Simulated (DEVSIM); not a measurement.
Device: abrupt GaP n-p junction, at 400 K.

| layer (left to right) | material | thickness (μm) | Nd (cm⁻³) | Na (cm⁻³) | τn (s) | τp (s) |
|---|---|---|---|---|---|---|
| 1 | GaP | 19.0 | 1.3e19 | - | 3.8e-7 | 3.8e-7 |
| 2 | GaP | 0.580 | - | 2.7e15 | 3.8e-7 | 3.8e-7 |

Left contact: ohmic. Right contact: ohmic. Voltage is applied to the left contact. Recombination: SRH at mid-gap, radiative, Auger. Mobility is constant in doping.

The device is made up for the run: typed textbook-type constants, with dimensions and the other settings drawn at random. Values at 300 K; Nc and Nv go as T^1.5, mobilities as T to minus their exponent, the gap by Varshni's rule with the affinity fixed.

```tsv
parameter	GaP
gap (eV)	2.26
affinity (eV)	3.8
permittivity	11.1
Nc (cm⁻³)	1.8e19
Nv (cm⁻³)	1.9e19
μn (cm²/Vs)	250
μp (cm²/Vs)	150
T exponent of μn	1.6
T exponent of μp	1.98
B (cm³/s)	1e-13
Cn (cm⁶/s)	1e-30
Cp (cm⁶/s)	1e-30
Varshni α (eV/K)	0.00058
Varshni β (K)	372
```

Model (solved in DEVSIM): 1D drift-diffusion, Boltzmann statistics, complete ionisation; no tunnelling, impact ionisation, image-force lowering or self-heating.

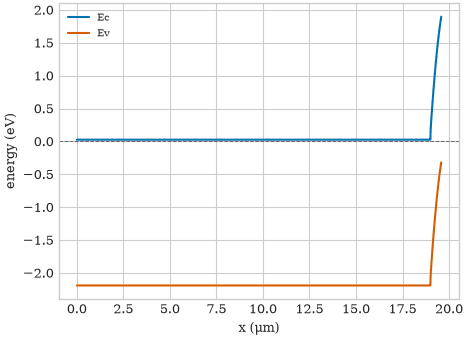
Fig. 1. Band edges at zero bias

Energies count from the Fermi level of the right contact; mesh points crowd at the junctions.

```csv
x (μm),Ec (eV),Ev (eV),n (cm⁻³),p (cm⁻³),field (V/cm)
0.000,0.026,-2.191,1.3e19,< 1e2,≈ 0
0.02810,0.026,-2.191,1.3e19,< 1e2,≈ 0
0.08449,0.026,-2.191,1.3e19,< 1e2,≈ 0
0.2112,0.026,-2.191,1.3e19,< 1e2,≈ 0
0.6271,0.026,-2.191,1.3e19,< 1e2,≈ 0
1.331,0.026,-2.191,1.3e19,< 1e2,≈ 0
2.913,0.026,-2.191,1.3e19,< 1e2,≈ 0
8.105,0.026,-2.191,1.3e19,< 1e2,≈ 0
13.64,0.026,-2.191,1.3e19,< 1e2,≈ 0
16.54,0.026,-2.191,1.3e19,< 1e2,≈ 0
17.83,0.026,-2.191,1.3e19,< 1e2,≈ 0
18.59,0.026,-2.191,1.3e19,< 1e2,≈ 0
18.82,0.026,-2.191,1.3e19,< 1e2,≈ 0
18.93,0.026,-2.191,1.3e19,< 1e2,≈ 0
18.99,0.026,-2.191,1.3e19,< 1e2,170
19.01,0.184,-2.034,1.3e17,< 1e2,58000
19.05,0.359,-1.858,8.3e14,< 1e2,41000
19.13,0.650,-1.567,1.8e11,< 1e2,37000
19.34,1.362,-0.856,190,4.8e8,28000
19.48,1.694,-0.524,< 1e2,7.3e12,22000
19.54,1.823,-0.394,< 1e2,3.2e14,19000
19.58,1.897,-0.320,< 1e2,2.7e15,18000
```
